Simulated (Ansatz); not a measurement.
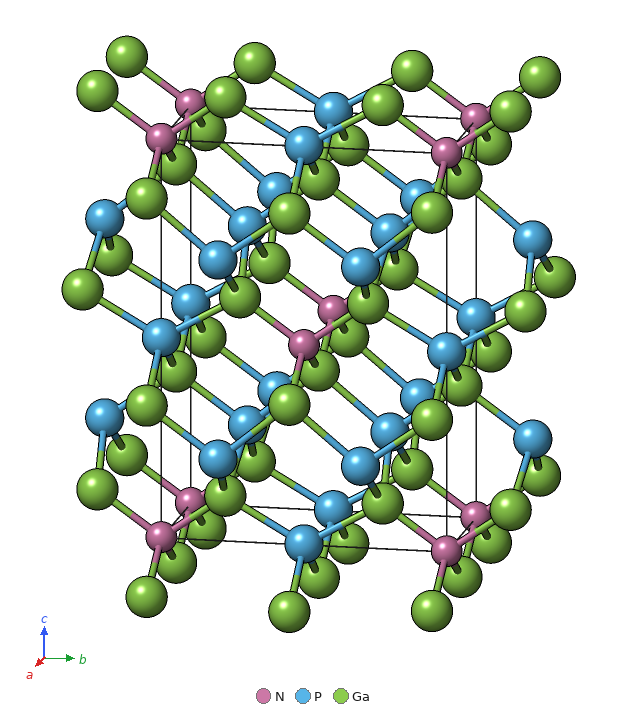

We look at a ball-and-stick model of the crystal slightly off an axis. Thin lines show the conventional unit cell, with boundary atoms drawn in all their periodic places. The first bonded neighbours in the surrounding cells are also shown.

Ga$_{4}$P$_{3}$N, space group Amm2 (No. 38), a = 3.697 Å, b = 7.408 Å, c = 10.434 Å, α = 90.00°, β = 90.00°, γ = 90.00°. The structure comes from a structure type filled with these elements by a generator (whether the compound takes this form wasn't checked). Earlier steps of the study, as a rule a relaxation of our own, may have changed the cell and positions, so they can lie some per cent off the listed ones. It was the input of a calculation with Ansatz.

This one geometry was computed with Ansatz (DFT, plane waves, PAW) at three levels of theory: r2SCAN, PBE with spin-orbit coupling and PBE. It was relaxed beforehand with r2SCAN.

> Which level gives the highest pressure at this volume, and what does that say about its equilibrium volume?

Highest: PBE with spin-orbit coupling (3.0 GPa) and PBE (3.0 GPa), which points to the largest equilibrium volume. Lowest, with the smallest volume: r2SCAN (0.0 GPa). Levels within 0.5 GPa of each other can't be told apart.

> How does the band gap change with the level of theory?

PBE with spin-orbit coupling: a metal; PBE: a metal; r2SCAN: a gap of 0.06 eV, direct.

> Collect the results in a table.

| level | cutoff (eV) | k-mesh of the run's cell | gap (eV) | pressure (GPa) |
| --- | --- | --- | --- | --- |
| r2SCAN | 500 | 8×4×4 | 0.06 | 0.0 |
| PBE with spin-orbit coupling | 420 | 8×4×4 | metal | 3.0 |
| PBE | 420 | 8×4×4 | metal | 3.0 |

Gaps are taken on the k-mesh or band path of each run.
